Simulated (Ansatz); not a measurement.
**CsZnH3 in P4/mbm, a phase reached by a soft mode: a soft mode frozen in**

Wanted: the energy along a soft mode of CsZnH3 in P4/mbm, a phase reached by a soft mode and the structure at the end.

Program: Ansatz 0.2.0. Level of theory: DFT r2SCAN, scalar-relativistic, plane waves, PAW; PAW set soft_1. Results are calculated unless marked as measured.

The structure was built from a prototype and need not be the compound's stable phase.

## 1. The structure

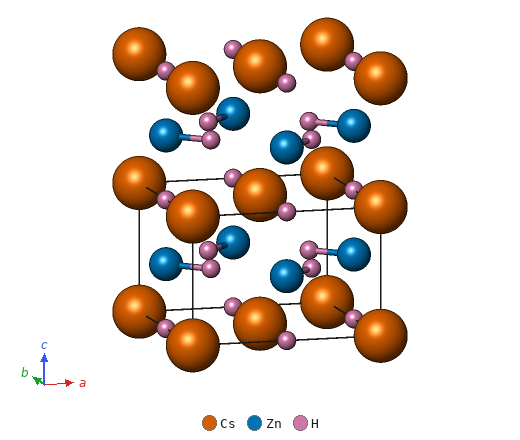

The cell as given, slightly off an axis (caesium orange, zinc blue, hydrogen pink). 1×1×2 cells are drawn. Some periodic images of atoms are drawn too.

## 2. Linear response at the zone centre

This phase was reached earlier by freezing in an unstable mode of a structure of higher symmetry and relaxing. Its zone-centre modes can show that it is still unstable.

Input file input.yaml:

```yaml
crystal:
  lattice:
    - [6.1764896935, 0.0, 0.0]
    - [0.0, 6.1764896935, 0.0]
    - [0.0, 0.0, 4.137498164]
  atoms:
    - { symbol: Cs, position: [0.5, 0.5, 0.0] }
    - { symbol: Cs, position: [0.0, 0.0, 0.0] }
    - { symbol: Zn, position: [0.0, 0.5, 0.5] }
    - { symbol: Zn, position: [0.5, 0.0, 0.5] }
    - { symbol: H, position: [0.1853965177, 0.3146034823, 0.5] }
    - { symbol: H, position: [0.8146034823, 0.6853965177, 0.5] }
    - { symbol: H, position: [0.3146034823, 0.8146034823, 0.5] }
    - { symbol: H, position: [0.6853965177, 0.1853965177, 0.5] }
    - { symbol: H, position: [0.0, 0.5, 0.0] }
    - { symbol: H, position: [0.5, 0.0, 0.0] }
kpoints:
  mp_grid: { grid: [4, 4, 6] }
hamiltonian:
  xc: r2scan
  pseudopotentials: { kind: paw, azcp: { folder: soft_1 } }
scf:
  occupations: { method: fixed }
output:
  eigenvalues: true
phonons:
  method: dfpt
  dielectric: true
  rigid_motions: translations
```

On the command line:

```sh
$ ansatz run input.yaml --threads 4 --pin off --max-ram 16384MiB --backend cpu --events-out ev --progress --plain --runs-dir out
```

Numbers of over 12 decimals in the logs are rounded to 6 here.

Output:

```text
Engine: ansatz 0.2.0, aarch64-unknown-linux-gnu
Pseudopotentials: kind: paw
Pseudopotential: Cs, paw, valence charge 9, recommended cutoff 500 eV (meta_gga), soft_1/Cs.paw.azcp
Pseudopotential: Zn, paw, valence charge 12, recommended cutoff 500 eV (meta_gga), soft_1/Zn.paw.azcp
Pseudopotential: H, paw, valence charge 1, recommended cutoff 500 eV (meta_gga), soft_1/H.paw.azcp
Functional definition: r2SCAN
  parameter k0 = 0.174
  parameter k1 = 0.065
  parameter a1 = 4.9479
  exchange = r2scan_x(k0 = k0, k1 = k1, a1 = a1)
  correlation = r2scan_c
Crystal: 10 atoms, lattice volume = 157.842 Å³
Basis set: ecut = 500 eV, 4031 PW (Γ), exchange–correlation on 288×288×192 points (216 copies of the dense FFT grid, shifted against one another)
Bands: 34, of which v1, the nominal top of the filled ones, is band 24 counted from 1 (23 counted from 0)
Symmetry: 16 space group operations
k-points: 52 of 96 (irreducible under 1 space group operation, time reversal used)
Non-local potential: Cs, projectors of the file, l = 0: 3, l = 1: 2, l = 2: 2, l = 3: 2
Non-local potential: Zn, projectors of the file, l = 0: 2, l = 1: 2, l = 2: 3, l = 3: 1
Non-local potential: H, projectors of the file, l = 0: 2, l = 1: 1
PAW form: soft (Blöchl's): semilocal exchange-correlation on the pseudo side does not see the compensation charge
PAW frozen core: Cs, regenerated for the run's functional (the file was generated under x = pbe(κ = 0.804, μ = 0.219515), c = pbe(β = 0.066725))
PAW frozen core: Zn, regenerated for the run's functional (the file was generated under x = pbe(κ = 0.804, μ = 0.219515), c = pbe(β = 0.066725))
PAW one-centre angular grid: Cs, 302 points (default); XC on 160 Gauss nodes
PAW one-centre angular grid: Zn, 590 points (default); XC on 160 Gauss nodes
PAW one-centre angular grid: H, 302 points (default); XC on 160 Gauss nodes
Initial density: superposition of atomic densities (chi_scale 0.1, normalization cell, long waves kept (reshape's long-wave potential 0.00 eV rms))
Initial wavefunctions: pseudopotential atomic-orbital guess
Functional: x = r2scan, c = r2scan; τ floored in thin density (d = 2e-4 eV/Å³)
SCF iter   1: F=—  HF=-18123.252888 eV  |F-HF|=—  |Δ(HF+E_count)|=         —  Δρ=9.94e-2  dr2=1.31e1  dr2_τ=4.44e-2  ethr=3.10e-3  ⟨swp⟩=5.0  Hψ=7648  notcnv=0  defer=390
preconditioner: auto → Resta (q_TF=auto, 2.237 Å⁻¹)  ε∞=4.9  [insulator: Δε(μ)=1.338 eV  Ē_g=9.929 eV  n_scr=30 (ndim 8)  ℏωp=19.6 eV  f_vac=0.001  ε∞_Penn≈4.9]
SCF iter   2: F=—  HF=-18120.642787 eV  |F-HF|=—  |Δ(HF+E_count)|=    2.61e0  Δρ=4.47e-2  dr2=1.85e0  dr2_τ=2.30e-2  ethr=3.10e-3  ⟨swp⟩=3.0  Hψ=4380  notcnv=0  defer=373
SCF iter   3: F=—  HF=-18119.942041 eV  |F-HF|=—  |Δ(HF+E_count)|=   7.01e-1  Δρ=1.73e-2  dr2=6.08e-1  dr2_τ=5.04e-3  ethr=3.10e-3  ⟨swp⟩=2.0  Hψ=3179  notcnv=0  defer=355
SCF iter   4: F=—  HF=-18119.941494 eV  |F-HF|=—  |Δ(HF+E_count)|=   5.47e-4  Δρ=8.03e-3  dr2=7.96e-2  dr2_τ=4.71e-4  ethr=1.27e-3  ⟨swp⟩=2.1  Hψ=2912  notcnv=0  defer=407
SCF iter   5: F=—  HF=-18119.963140 eV  |F-HF|=—  |Δ(HF+E_count)|=   2.16e-2  Δρ=2.34e-3  dr2=5.66e-3  dr2_τ=2.57e-5  ethr=1.66e-4  ⟨swp⟩=2.0  Hψ=2508  notcnv=0  defer=413
SCF iter   6: F=—  HF=-18119.963783 eV  |F-HF|=—  |Δ(HF+E_count)|=   6.43e-4  Δρ=2.68e-4  dr2=1.19e-4  dr2_τ=1.19e-6  ethr=1.18e-5  ⟨swp⟩=2.0  Hψ=2522  notcnv=0  defer=413
SCF iter   7: F=—  HF=-18119.963808 eV  |F-HF|=—  |Δ(HF+E_count)|=   2.57e-5  Δρ=1.57e-4  dr2=2.64e-5  dr2_τ=5.70e-8  ethr=2.49e-7  ⟨swp⟩=2.3  Hψ=2667  notcnv=0  defer=316
SCF iter   8: F=—  HF=-18119.963802 eV  |F-HF|=—  |Δ(HF+E_count)|=   6.51e-6  Δρ=7.86e-6  dr2=1.18e-7  dr2_τ=7.52e-9  ethr=5.49e-8  ⟨swp⟩=2.0  Hψ=2379  notcnv=0  defer=229
SCF iter   9: F=—  HF=-18119.963802 eV  |F-HF|=—  |Δ(HF+E_count)|=   1.84e-7  Δρ=7.74e-6  dr2=5.70e-8  dr2_τ=5.28e-10  ethr=2.46e-10  ⟨swp⟩=2.1  Hψ=2907  notcnv=0  defer=206
SCF iter  10: F=—  HF=-18119.963802 eV  |F-HF|=—  |Δ(HF+E_count)|=   1.06e-8  Δρ=4.57e-7  dr2=3.84e-10  dr2_τ=1.38e-11  ethr=1.19e-10  ⟨swp⟩=2.2  Hψ=2239  notcnv=0  defer=206
SCF iter  11: F=-18119.963802 eV  HF=-18119.963802 eV  |F-HF|=1.82e-11  |Δ(HF+E_count)|=  7.28e-11  Δρ=1.19e-7  dr2=2.29e-11  dr2_τ=6.31e-13  ethr=1.00e-12  ⟨swp⟩=16.3  Hψ=13600  notcnv=0
SCF 1 converged in 11 iterations: F = -18119.963802 eV  dr2 = 2.29e-11
  greatest PAW one-centre occupation: 0.985 electrons in one spin orbital (limit 2), on the Zn atom at site 3 (counted from 0), in its partial waves of l = 2
DFPT response loops at Γ: preconditioner auto → Resta (q_TF=auto, 2.237 Å⁻¹)  ε∞=6.5 (no band partly filled); β = 1.00, the filter's whole step (`scf.mixing.beta` (0.50) is not read by the response loops at its default; to damp them type it under 1.00, their step now; it binds the ground state too); Broyden in place of MSR1
── the response to a field inside a basis, on 4×4×6 k-points: an SCF that follows is theirs, and a resumed run solves both again ──
Bands: 25, of which v1, the nominal top of the filled ones, is band 24 counted from 1 (23 counted from 0)
k-points: 9 of 96
Initial density: handed on by an earlier stage of this run
Initial wavefunctions: pseudopotential atomic-orbital guess (no wavefunctions were taken with the density)
Eigensolver: Dense (9 Hₖ)
SCF iter   1: F=—  HF=-18119.885282 eV  |F-HF|=—  |Δ(HF+E_count)|=         —  Δρ=3.98e-4  dr2=7.27e-5  dr2_τ=1.59e-5  ethr=1.00e-1
preconditioner: auto → Resta (q_TF=auto, 2.237 Å⁻¹)  ε∞=6.0  [insulator: Δε(μ)=1.831 eV  Ē_g=8.760 eV  n_scr=30 (ndim 8)  ℏωp=19.6 eV  f_vac=0.001  ε∞_Penn≈6.0]
SCF iter   2: F=—  HF=-18119.885351 eV  |F-HF|=—  |Δ(HF+E_count)|=   6.99e-5  Δρ=3.59e-4  dr2=8.17e-5  dr2_τ=3.69e-6  ethr=1.52e-7
SCF iter   3: F=—  HF=-18119.885374 eV  |F-HF|=—  |Δ(HF+E_count)|=   2.27e-5  Δρ=1.05e-4  dr2=7.55e-6  dr2_τ=4.45e-7  ethr=1.52e-7
SCF iter   4: F=—  HF=-18119.885368 eV  |F-HF|=—  |Δ(HF+E_count)|=   6.33e-6  Δρ=1.74e-5  dr2=4.31e-7  dr2_τ=4.86e-9  ethr=1.57e-8
SCF iter   5: F=-18119.885368 eV  HF=-18119.885368 eV  |F-HF|=1.12e-8  |Δ(HF+E_count)|=   4.16e-7  Δρ=4.60e-6  dr2=1.50e-8  dr2_τ=1.37e-9  ethr=8.98e-10
SCF 1 converged in 5 iterations: F = -18119.885368 eV  dr2 = 1.50e-8
DFPT response loops at Γ: preconditioner auto → Resta (q_TF=auto, 2.237 Å⁻¹)  ε∞=5.7 (no band partly filled); β = 1.00, the filter's whole step (`scf.mixing.beta` (0.50) is not read by the response loops at its default; to damp them type it under 1.00, their step now; it binds the ground state too); Broyden in place of MSR1
WARN: field response: ε∞ stands inside a basis, on 4×4×6 points; the force constants stand on the 4×4×6 k-mesh, whose period is 11.52 times the interband length at k = (-0.5000, -0.5000, 0.0000), direct gap 2.286 eV, under 14: take them and everything formed from them as unconverged, and compare with a denser kpoints.mp_grid
SCF converged after 11 iterations
Free energy (F): -18119.963802 eV
Harris-Foulkes:  -18119.963802 eV  (|F-HF|=1.82e-11)
Internal energy: -18119.963802 eV  (E = F + TS)
E sigma→0 (E₀):  -18119.963802 eV
Fermi energy:    5.316354 eV
--- Per-component energies (eV) ---
  E_band       = -125.990661
  E_kinetic    = 659.886521
  E_local      = -5038.334730  (includes V_loc(G=0)·N_el)
  E_nonlocal   = 1695.657650
  E_hartree    = 1947.291469
  E_xc         = -530.755041
  E_vxc        = -478.384134  (∫ρ·V_xc dr)
  E_paw        = -14005.218708  (= ΣΔE_a)
  E_vpaw       = -881.427698  (= ΣTr[D̂ρ^β])
  E_aug_tail   = -0.000249  (compensation charges beyond the density's cutoff)
  E_vtau       = 22.029296  (kinetic-family band-sum trace: ∫τ·v_τ [+ j·A + Jᵃ·Aᵃ] dr)
  E_ewald      = -2848.225241
  E_core_change = -0.265473  (= ΣΔE_core)
  E_smearing   = -0.000000  (= −TS)
  E_closure    = -0.000000  (closes the sum)
  Σ components = -18119.963802   (vs F -18119.963802, Δ=0.00e0)
--- Band table (eV; the first three rows and the last of 52) ---
  k-point 0: bands = [... 20 lower, 2.2227, 2.2227, 4.8151, 4.9081, 8.5858, 8.6328, 8.9738, 8.9738, ... 6 higher]
  k-point 1: bands = [... 20 lower, 1.9965, 1.9965, 4.2406, 4.5567, 7.4066, 8.6535, 8.6535, 9.3784, ... 6 higher]
  k-point 2: bands = [... 20 lower, 1.5439, 1.5439, 2.8324, 3.2435, 7.0644, 8.1092, 8.1092, 10.0514, ... 6 higher]
  k-point 51: bands = [... 20 lower, 2.1837, 2.1837, 2.7001, 2.7001, 8.7180, 8.7180, 9.1645, 9.1645, ... 6 higher]
--- Phonons (Γ-DFPT): 8 representative perturbations + reference, on 52 of 96 k-points (Σ response iterations 55) ---
  k mesh reduced under 1 symmetry operation, with k and −k counted as one. Each operation leaves every solved perturbation unchanged. A smaller set is not considered because the functional reads the kinetic-energy density
  ASR residual: 8.845e-4 → 0.000e0 eV/Å²; symmetrization residual: 2.000e-6 eV/Å²
  ASR residual per site (eV/Å²): 8.84e-4 8.84e-4 1.24e-4 1.24e-4 2.20e-5 2.20e-5 2.20e-5 2.20e-5 3.12e-5 3.12e-5
  Γ frequencies (cm⁻¹): -519.67 -503.26 -55.44 -55.44 0.00 0.00 0.00 71.89 99.49 99.49 118.43 118.43 145.97 146.41 440.47 440.47 548.21 691.07 705.59 705.59 757.77 757.77 817.29 817.29 951.84 959.90 1400.71 1477.31 1477.31 1508.71
  ε∞ (high-frequency dielectric tensor):
        4.430381     0.000000     0.000000
        0.000000     4.430381     0.000000
        0.000000     0.000000     5.660048
  softest optical mode at Γ: -519.67 cm⁻¹; the repairs (sum rule, projections) moved no ω² at Γ by more than (4.96 cm⁻¹)²
  Born effective charges Z* (e; rows j = field, columns β = displacement):
    site 0:
         1.20369    0.05176    0.00000
        -0.05176    1.20369    0.00000
         0.00000    0.00000    0.84399
    site 1:
         1.20369   -0.05176    0.00000
         0.05176    1.20369    0.00000
         0.00000    0.00000    0.84399
    site 2:
         1.59851   -0.03366    0.00000
        -0.03366    1.59851    0.00000
         0.00000    0.00000    3.06426
    site 3:
         1.59851    0.03366    0.00000
         0.03366    1.59851    0.00000
         0.00000    0.00000    3.06426
    site 4:
        -0.95104    0.23111    0.00000
         0.23111   -0.95104    0.00000
         0.00000    0.00000   -1.00825
    site 5:
        -0.95104    0.23111    0.00000
         0.23111   -0.95104    0.00000
         0.00000    0.00000   -1.00825
    site 6:
        -0.95104   -0.23111    0.00000
        -0.23111   -0.95104    0.00000
         0.00000    0.00000   -1.00825
    site 7:
        -0.95104   -0.23111    0.00000
        -0.23111   -0.95104    0.00000
         0.00000    0.00000   -1.00825
    site 8:
        -0.90012    0.03713    0.00000
         0.03713   -0.90012    0.00000
         0.00000    0.00000   -1.89176
    site 9:
        -0.90012   -0.03713    0.00000
        -0.03713   -0.90012    0.00000
         0.00000    0.00000   -1.89176
  Z* charge neutrality: 6.365e-3 e pre-enforcement
  solved inside a basis spanned on kpoints, on 4×4×6 k-points, its susceptibility summed on 8×8×12: ε∞ is read to err by 1.9e-2, Z* by 1.8e-2 e (field_mesh: kpoints solves on kpoints); Z* is corrected for what the basis lacks
  optical modes at Γ without the LO–TO term, one row a degenerate level:
      ω (cm⁻¹)  modes    IR ((D/Å)²/amu)
       -519.67      1           253.8816
       -503.26      1             0.0000
        -55.44      2             1.1323
         71.89      1             0.0000
         99.49      2             0.1818
        118.43      2             2.0283
        145.97      1             0.0000
[...]
optical modes at Γ + LO–TO along q̂ = [1.0000, 0.0000, 0.0000]:
      ω (cm⁻¹)  modes    IR ((D/Å)²/amu)
[...]
optical modes at Γ + LO–TO along q̂ = [0.0000, 1.0000, 0.0000]:
      ω (cm⁻¹)  modes    IR ((D/Å)²/amu)
[...]
optical modes at Γ + LO–TO along q̂ = [0.0000, 0.0000, 1.0000]:
      ω (cm⁻¹)  modes    IR ((D/Å)²/amu)
[...]
440.47      2             1.1164
        548.21      1             0.0000
        615.50      1           257.9220
        691.07      1             0.0000
        705.59      2           138.5018
        757.77      2             0.0000
        817.29      2            19.2586
        951.84      1             0.0000
        959.91      1             0.0154
       1400.71      1             0.0000
       1477.31      2            92.0895
       1508.71      1             0.0000
```

It took 7.1 min on 4 threads of Arm Neoverse V1, shared host; peak memory 4.9 GiB.

This step gave:

| Quantity | Value |
| --- | --- |
| gap on the k-mesh | 1.399 eV |
| volume per atom | 15.78 Å³ |
| sum-rule residual before enforcement | 8.84e-4 eV/Å² |
| miss of the charge sum rule | 0.006365 e |
| estimated error of the dielectric tensor | 0.01944 |
| estimated error of the Born charges | 0.01787 e |
| point group | 4/mmm |
| highest optical mode at the zone centre (no LO-TO term) | 1509 cm⁻¹ |
| lowest optical zone-centre mode | -519.7 cm⁻¹ |
| mean high-frequency dielectric constant | 4.840 |
| largest Born charge (third of the trace) | 2.087 e |
| top of the zone-centre spectrum with the field | 1531 cm⁻¹ |

Patterns of degenerate modes are one choice out of their space. Modes at Γ, with each element's share of the kinetic energy (negative means imaginary):

```
mode  frequency (cm⁻¹)  symmetry  Cs %  Zn %  H %
   1            -519.7       A2u     1    10   90
   2            -503.3       B1u     0    13   87
   3             -55.4        Eu    32    65    2
   4             -55.4        Eu    32    65    2
   5               0.0  acoustic    66    32    1
   6               0.0  acoustic    66    32    2
   7               0.0  acoustic    66    32    2
   8              71.9       A1u   100     0    0
   9              99.5        Eu    66    33    1
  10              99.5        Eu    66    33    1
  11             118.4        Eu    35    63    2
  12             118.4        Eu    35    63    2
  13             146.0       B1u     0    87   13
  14             146.4       A2u    33    58    9
  15             440.5        Eu     0     1   99
  16             440.5        Eu     0     1   99
  17             548.2       B1g     0     0  100
  18             691.1       A2g     0     0  100
  19             705.6        Eu     0     2   98
  20             705.6        Eu     0     2   98
  21             757.8        Eg     0     0  100
  22             757.8        Eg     0     0  100
  23             817.3        Eu     0     2   98
  24             817.3        Eu     0     2   98
  25             951.8       B1u     0     0  100
  26             959.9       A2u     0     0  100
  27            1400.7       A1g     0     0  100
  28            1477.3        Eu     0     2   98
  29            1477.3        Eu     0     2   98
  30            1508.7       B2g     0     0  100
```

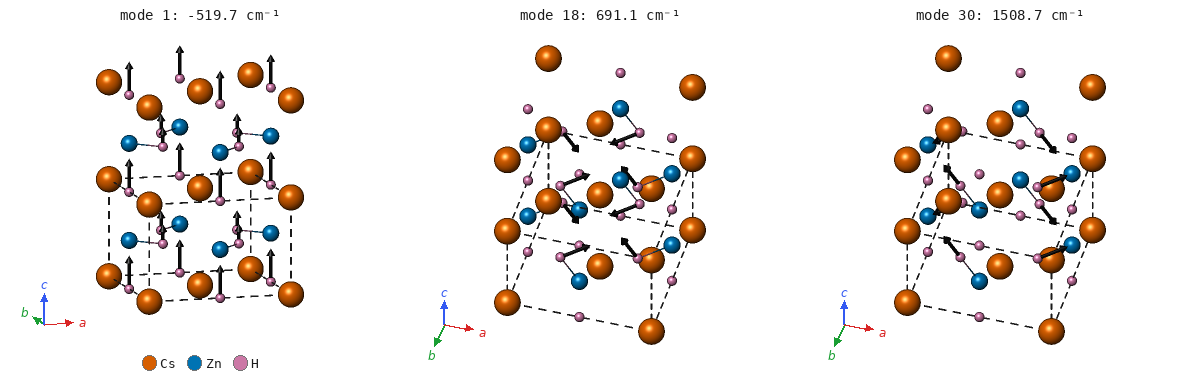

Displacement patterns of modes 1, 18 and 30 at Γ; arrows are exaggerated. 1×1×2 cells are drawn. Some periodic images of atoms are drawn too.

Before it was imposed, the acoustic sum rule was missed by 8.8e-4 eV/Å² and the charge sum rule by 0.0064 e. Small misses are needed for a sound result but don't prove that mesh and cutoff are converged. The lowest optical mode is imaginary, 519.7i cm⁻¹, so the energy falls along it.

The log warns of the k mesh: “the force constants stand on the 4×4×6 k-mesh, whose period is 11.52 times the interband length at k = (-0.5000, -0.5000, 0.0000), direct gap 2.286 eV, under 14: take them and everything formed from them as unconverged”.

## 3. The mode frozen in, largest atomic shift 0 Å

The mode followed lies at Γ with frequency 519.7i cm⁻¹, the softest among the wavevectors solved. At small amplitude the distorted cell has space group no. 100 by a symmetry search on the positions. The undistorted cell that holds it gives the zero of energy on the same k mesh.

Edit input.yaml of step 2 so:

```diff
@@ -22,8 +22,6 @@
 scf:
-  occupations: { method: fixed }
+  occupations: { method: gaussian, width: 0.02 }
 output:
+  forces: true
+  stress: true
   eigenvalues: true
-phonons:
-  method: dfpt
-  dielectric: true
-  rigid_motions: translations
```

Output:

```text
[...]
Crystal: 10 atoms, lattice volume = 157.842 Å³
Basis set: ecut = 500 eV, 4031 PW (Γ), exchange–correlation on 192×192×128 points (64 copies of the dense FFT grid, shifted against one another)
Bands: 34, of which v1, the nominal top of the filled ones, is band 24 counted from 1 (23 counted from 0)
Symmetry: 16 space group operations
[...]
k-points: 24 of 96
[...]
k-point 0: bands = [... 20 lower, 2.2227, 2.2227, 4.8151, 4.9080, 8.5859, 8.6328, 8.9737, 8.9737, ... 3 higher]
  k-point 1: bands = [... 20 lower, 1.9965, 1.9965, 4.2406, 4.5566, 7.4066, 8.6534, 8.6534, 9.3784, ... 3 higher]
  k-point 2: bands = [... 20 lower, 1.5439, 1.5439, 2.8323, 3.2435, 7.0644, 8.1092, 8.1092, 10.0514, ... 3 higher]
  k-point 23: bands = [... 20 lower, 2.1836, 2.1836, 2.7000, 2.7000, 8.7180, 8.7180, 9.1644, 9.1644, ... 3 higher]
[key lines of the parts left out:]
SCF converged after 9 iterations
Free energy (F): -18119.963803 eV
Fermi energy:    6.015598 eV
P = ⅓ Tr σ = 0.0034 GPa (0.034 kbar)
```

It took 6.9 s on 4 threads; peak memory 0.82 GiB; 26 s of CPU time.

Numbers from this step:

```
pressure                         : 0.003416 GPa
energy from the undistorted cell : 0 meV/atom
```

At this level the gap is 1.40 eV on the k-mesh of the self-consistent run, which can miss the band edges.

## 4. The mode frozen in, largest atomic shift 0.32 Å

The atoms are moved along the unstable eigenvector, the largest shift by 0.32 Å, with the cell fixed.

input.yaml, the sections that differ from step 3:

```yaml
crystal:
  lattice:
    - [6.1764896935, 0.0, 0.0]
    - [0.0, 6.1764896935, 0.0]
    - [0.0, 0.0, 4.137498164]
  atoms:
    - { symbol: Cs, position: [0.5, 0.5, -0.000733395] }
    - { symbol: Cs, position: [0.0, 0.0, -0.000733395] }
    - { symbol: Zn, position: [0.0, 0.5, 0.5039447903] }
    - { symbol: Zn, position: [0.5, 0.0, 0.5039447903] }
    - { symbol: H, position: [0.1853965177, 0.3146034823, 0.459088272] }
    - { symbol: H, position: [0.8146034823, 0.6853965177, 0.459088272] }
    - { symbol: H, position: [0.3146034823, 0.8146034823, 0.459088272] }
    - { symbol: H, position: [0.6853965177, 0.1853965177, 0.459088272] }
    - { symbol: H, position: [0.0, 0.5, -0.077341424] }
    - { symbol: H, position: [0.5, 0.0, -0.077341424] }
# kpoints, hamiltonian, scf, output: as in step 3
```

Output:

```text
[...]
Crystal: 10 atoms, lattice volume = 157.842 Å³
Basis set: ecut = 500 eV, 4031 PW (Γ), exchange–correlation on 192×192×128 points (64 copies of the dense FFT grid, shifted against one another)
Bands: 34, of which v1, the nominal top of the filled ones, is band 24 counted from 1 (23 counted from 0)
Symmetry: 8 space group operations
[...]
k-point 0: bands = [... 20 lower, 2.3163, 2.3163, 4.7417, 4.8136, 8.3436, 8.5963, 8.9867, 8.9867, ... 3 higher]
  k-point 1: bands = [... 20 lower, 2.0887, 2.0887, 4.1852, 4.4754, 7.3885, 8.6626, 8.6626, 9.3892, ... 3 higher]
  k-point 2: bands = [... 20 lower, 1.6346, 1.6346, 2.8556, 3.2879, 7.0789, 8.1153, 8.1153, 10.0831, ... 3 higher]
  k-point 23: bands = [... 20 lower, 2.2690, 2.2690, 2.8377, 2.8377, 8.6904, 8.6904, 9.1981, 9.1981, ... 3 higher]
[key lines of the parts left out:]
SCF converged after 9 iterations
Free energy (F): -18120.062501 eV
Fermi energy:    5.911019 eV
P = ⅓ Tr σ = 0.9856 GPa (9.856 kbar)
```

Run time: 9.7 s. Hardware: 4 threads; peak memory 0.72 GiB.

Numbers from this step:

```yaml
pressure: 0.9856 GPa
gap_on_the_k_mesh: 1.676 eV
energy_from_the_undistorted_cell: -9.87 meV/atom
```

The energy, extrapolated to zero smearing, is -9.87 meV/atom against the undistorted cell.

The run ends at a pressure of 0.99 GPa, with forces up to 0.54 eV/Å.

(Continued in part 2 of 3.)

[Logs are printed without paths, hosts, clocks, repeated set-up lines and the standing remarks that a program may print on its own settings, such as how far it seeks lower states.]

[Hosts, paths, dates, database ids (printed as entryN), source tags and the programs' standing remarks are cut or masked in the printed files.]
